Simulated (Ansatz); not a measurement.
## SiH3F3: a changed input and its effect

System: SiH3F3.
Method of run A: RKS BHLYP-D4/def2-TZVPP (Ansatz 0.2.0).

The geometry comes from this level: PBE0-D4/def2-TZVP. Text and figures count atoms from 1; the logs count them from 0 in places.

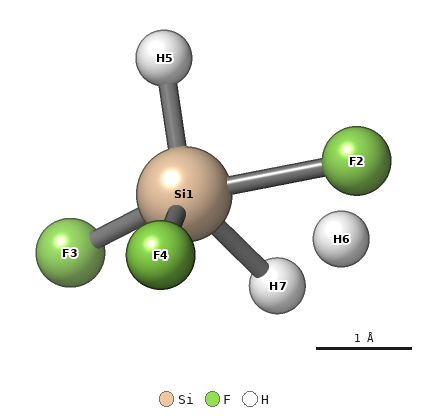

The input geometry (ball-and-stick view, seen at a tilt; atoms are numbered from 1 in the order of the input). Bond lengths as drawn: F–Si 1.58 to 1.90 Å and H–Si 1.46 to 1.66 Å.

### Input file, run A
```yaml
crystal:
  periodic: [false, false, false]
  atoms:
    - {symbol: Si, position_ang: [-0.165235, 0.346114, -0.182085]}
    - {symbol: F, position_ang: [1.357086, -0.292028, 0.754632]}
    - {symbol: F, position_ang: [-1.511308, 0.210870, -1.038836]}
    - {symbol: F, position_ang: [-0.651080, 1.146603, 1.087402]}
    - {symbol: H, position_ang: [0.724475, 1.006515, -1.135616]}
    - {symbol: H, position_ang: [0.557354, -1.121100, 0.478280]}
    - {symbol: H, position_ang: [-0.311292, -1.296973, 0.036224]}
basis:
  gaussian: {orbitals: def2-TZVPP}
hamiltonian: {xc: {name: BHLYP}, dispersion: d4}
```

Command:
```bash
ansatz run in.yaml --threads 2 --pin off --events-out ev --progress --plain --max-ram 4352MiB
```

Hardware: 2 CPU threads, shared host.

### Output (run A)
```
Functional definition: BHLYP
  parameter a = 0.5
  exchange = (1 - a)*b88_x + a*exact_x
  correlation = lyp_c
1012 factors; their error is unknown
mean field evaluation 1: about -16076.9449 eV, gradient 4.9e1 eV
mean field evaluation 2: about -16075.5749 eV, gradient 6.0e1 eV
mean field evaluation 4: about -16080.2486 eV, gradient 2.0e0 eV
mean field evaluation 8: about -16080.3661 eV, gradient 5.2e-2 eV
mean field -16080.36606971 eV, -590.9425533982 hartree, gradient 5.6e-5 eV, S^2 0.000000; 0 other end points of the search recorded, 0 dependent functions left out
reference -16080.36620428 eV, -590.9425583436 hartree; 22, 22 occupied and 155, 155 virtual orbitals, 1012 factors
Total energy: -16080.47236616 eV, -590.9464597207 hartree
```

The input of run B differs as follows (lines with − go, lines with + come):
```diff
-    - {symbol: Si, position_ang: [-0.165235, 0.346114, -0.182085]}
-    - {symbol: F, position_ang: [1.357086, -0.292028, 0.754632]}
-    - {symbol: F, position_ang: [-1.511308, 0.210870, -1.038836]}
-    - {symbol: F, position_ang: [-0.651080, 1.146603, 1.087402]}
-    - {symbol: H, position_ang: [0.724475, 1.006515, -1.135616]}
-    - {symbol: H, position_ang: [0.557354, -1.121100, 0.478280]}
-    - {symbol: H, position_ang: [-0.311292, -1.296973, 0.036224]}
+    - {symbol: Si, position_ang: [-0.640457, 0.240920, -0.605993]}
+    - {symbol: F, position_ang: [2.038722, -0.940729, 1.266342]}
+    - {symbol: F, position_ang: [-1.993030, 1.024278, -0.854245]}
+    - {symbol: F, position_ang: [-0.282043, 0.423335, 0.946236]}
+    - {symbol: H, position_ang: [0.432295, 0.868625, -1.394025]}
+    - {symbol: H, position_ang: [1.305569, -0.423434, 1.494777]}
+    - {symbol: H, position_ang: [-0.861057, -1.192995, -0.853091]}
```

How does run B compare with run A?

With the same method and basis, run B lies 36.1 kcal/mol lower.

### Output (run B)
```
Functional definition: BHLYP
  parameter a = 0.5
  exchange = (1 - a)*b88_x + a*exact_x
  correlation = lyp_c
1012 factors; their error is unknown
mean field evaluation 1: about -16078.6435 eV, gradient 4.9e1 eV
mean field evaluation 2: about -16077.9255 eV, gradient 5.6e1 eV
mean field evaluation 4: about -16081.8166 eV, gradient 1.3e0 eV
mean field evaluation 8: about -16081.9408 eV, gradient 2.6e-1 eV
mean field -16081.94084664 eV, -591.0004253830 hartree, gradient 8.7e-5 eV, S^2 0.000000; 0 other end points of the search recorded, 0 dependent functions left out
reference -16081.94099094 eV, -591.0004306859 hartree; 22, 22 occupied and 155, 155 virtual orbitals, 1012 factors
Total energy: -16082.03671129 eV, -591.0039483440 hartree
```

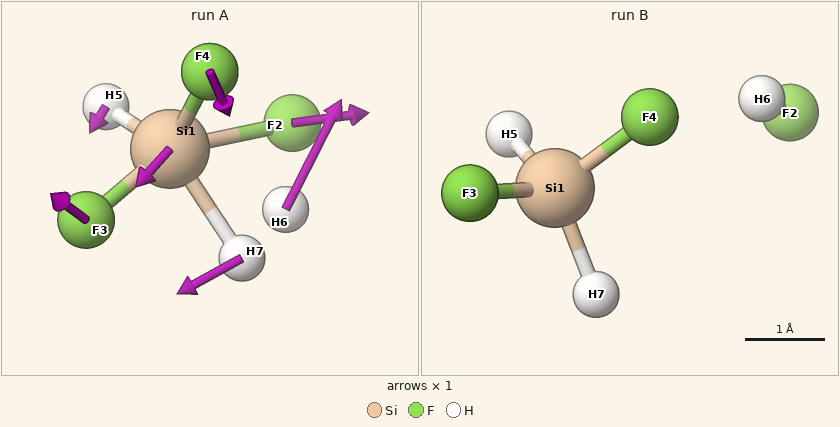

The two input geometries at one scale (ball-and-stick view, seen at a tilt). The pink arrows on the first give the shifts of the atoms after the best rigid fit, at true length. The largest move after the best rigid fit is that of H6, 1.58 Å. Largest moves by element: H 1.58 Å, F 1.04 Å, Si 0.68 Å. Among the contacts that change: Si1–F2 1.898 → 3.476 Å, F2–H6 1.185 → 0.926 Å, Si1–H7 1.664 → 1.472 Å, Si1–F4 1.577 → 1.603 Å.

### The two runs side by side

```tsv
quantity	run A	run B
outcome	converged	converged
total energy (hartree)	−590.946460	−591.003948
basis functions	177	177
wall time (shared host)	2.3 s	1.9 s
```
